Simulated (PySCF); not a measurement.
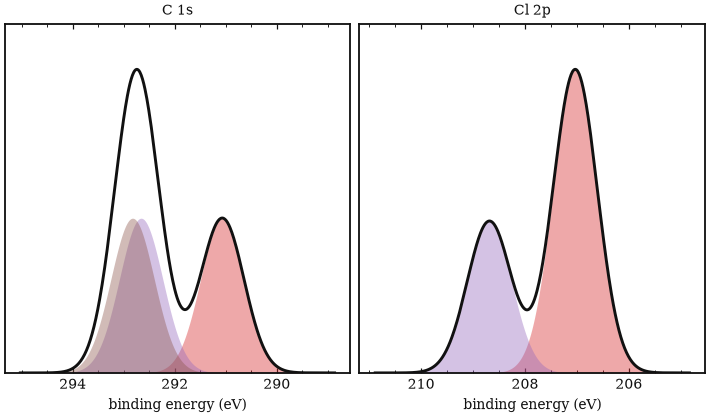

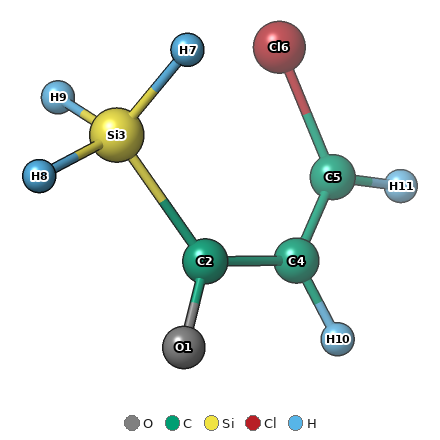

Simulated XPS of C₃H₅ClOSi, SMILES O=C([SiH3])/C=C\Cl. Vertical core-electron binding energies by ΔSCF (SCAN, pcX-2 on the ionised atom, pcseg-1 elsewhere, spin-free X2C; PySCF 2.14.0, at a GFN2-xTB geometry (no frequency check)), gas phase, against the vacuum level. One atom of each kind was ionised; within a panel, areas follow the number of like atoms and 2j + 1 (2p levels are split by first-order spin-orbit coupling, an approximation), each panel is scaled alone, Gaussians of 1.0 eV full width. Only the regions named are shown. Lines closer than the width merge in the curve.

Which atoms give which peak?

| level | atoms | binding energy (eV) |
| --- | --- | --- |
| C 1s | C2 | 292.8 |
| C 1s | C5 | 292.7 |
| C 1s | C4 | 291.1 |
| Cl 2p1/2 | Cl6 | 208.7 |
| Cl 2p3/2 | Cl6 | 207.0 |

How large is the chemical shift across the C 1s region?

1.8 eV, from C4 at 291.1 eV to C2 at 292.8 eV.

Caveats: one conformer of a flexible molecule; the tight-binding geometry is rougher than a DFT one and adds to the error.
